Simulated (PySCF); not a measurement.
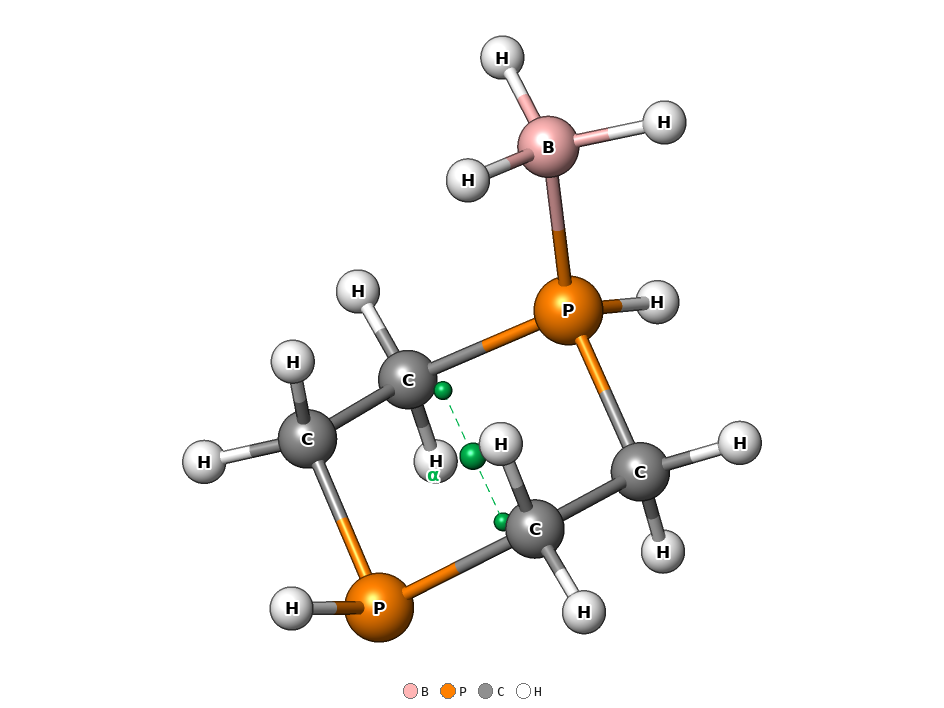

The small points mark where nucleus-independent chemical shifts (NICS) were computed: at the centre of each lettered ring and 1 Å above and below it. Computed geometry: GFN2-xTB optimisation. No frequency run is at hand to confirm it as a minimum. Properties computed with GIAO PBE0/pcSseg-1 NMR shielding, non-relativistic, gas phase (PySCF 2.14.0).

Give NICS(0), NICS(1) and the out-of-plane component NICS(1)zz for each ring (means of the two sides).

```csv
ring,members,NICS(0),NICS(1),NICS(1)zz
α,C4P2,−3.3,−2.5,4.2
```

Values in ppm.

Question: What do the values say about the ring currents?

Answer: Ring α: weak, as in a non-aromatic ring. NICS is one index among several.

The geometry is semi-empirical. Around B, P such bond lengths and angles can be off by a tenth of an ångström or more and by several degrees, and values that hang on the shape move with them.
